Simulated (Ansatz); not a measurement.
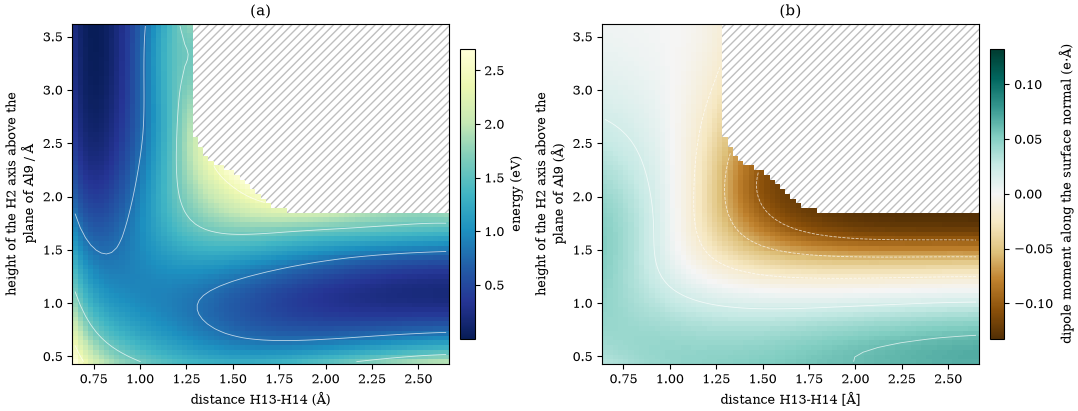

H₂ on an Al(100) slab cut from the Fm-3m phase, its upper half relaxed before the scan (12 atoms of substrate and one adsorbate in a 2 × 2 cell). H2 lies flat over one site of a rigid substrate while its bond length and height are varied; it sits over a hollow of the top layer over the deeper atom Al5, heights counted from the top plane, its axis along the second surface vector. The first coordinate is: distance H13-H14; the second: height of the H2 axis above the plane of Al9. Grid: 8 × 9 points. At 15 points there is no value (left out: too close to the surface, or the stretched molecule far from it). Points are written as (first, second). Energies: eV, counted from the lowest grid point. Theory: Ansatz 0.2.0, DFT PBE, scalar-relativistic, plane waves, PAW. Settings: cutoff 420 eV, k-mesh 5×5×1, gaussian smearing 0.1 eV, no spin polarisation.

Panel (a) is the energy and panel (b) the computed dipole moment along the surface normal on the same grid.

In the figure: a smooth colour map with a few white contour lines, hatched blanks where no value was computed. Between grid points the surface is interpolated.

How does the dipole moment along the surface normal vary over the map, and what is it at the lowest grid point?

Leaving out the highest fifth of the energies, it runs from −0.13 e·Å at (2.650 Å, 1.73 Å) to 0.06 e·Å at (1.849 Å, 0.45 Å). At the lowest grid point, (0.750 Å, 3.60 Å), it is 0.00 e·Å. That point lies on the edge of the scan.

| second ↓, first → | 0.650 | 0.750 | 0.919 | 1.181 | 1.495 | 1.849 | 2.235 | 2.650 |
| --- | --- | --- | --- | --- | --- | --- | --- | --- |
| 3.60 | 0.00 | 0.00 | 0.00 | −0.01 | – | – | – | – |
| 3.00 | 0.01 | 0.01 | 0.01 | −0.01 | – | – | – | – |
| 2.60 | 0.02 | 0.02 | 0.01 | −0.02 | – | – | – | – |
| 2.05 | 0.04 | 0.03 | 0.02 | −0.03 | −0.10 | – | – | – |
| 1.73 | 0.05 | 0.04 | 0.02 | −0.03 | −0.08 | −0.12 | −0.12 | −0.13 |
| 1.41 | 0.05 | 0.04 | 0.02 | −0.01 | −0.04 | −0.05 | −0.05 | −0.05 |
| 1.09 | 0.05 | 0.04 | 0.03 | 0.01 | 0.00 | 0.00 | 0.00 | 0.01 |
| 0.77 | 0.04 | 0.04 | 0.04 | 0.04 | 0.04 | 0.04 | 0.05 | 0.05 |
| 0.45 | 0.03 | 0.04 | 0.04 | 0.05 | 0.05 | 0.06 | 0.06 | 0.07 |

PAW datasets: the set soft_1.
